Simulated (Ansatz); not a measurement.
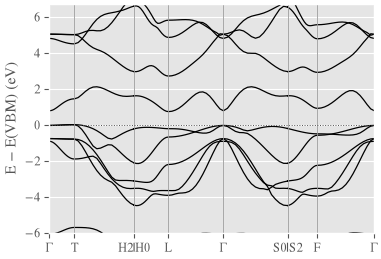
Fig. 1. Band structure from plane-wave PAW PBE (Ansatz code)

The gap is 0.72 eV; an edge lies off the plotted path or next to a special point (maximum on the Γ–T line, 98 % of the way from Γ, minimum off the standard path).

The material is SnS2 in space group R3m (No. 160; Sn on 3a, S on 3a, S on 3a).

A made-up cell: these elements were put on the sites of a structure type; neither database checked (COD, Materials Project) lists it. It is not the phase usual at ambient conditions (space group No. 164). Symmetry was held in the PBE relaxation; whether a distortion lowers the energy is not shown. A crystal of weakly bound layers computed without a dispersion correction: the cell and the soft elastic constants depend strongly on that. Spin–orbit coupling is left out wherever it is not named.

Potentials: the later of the program's two PAW sets.
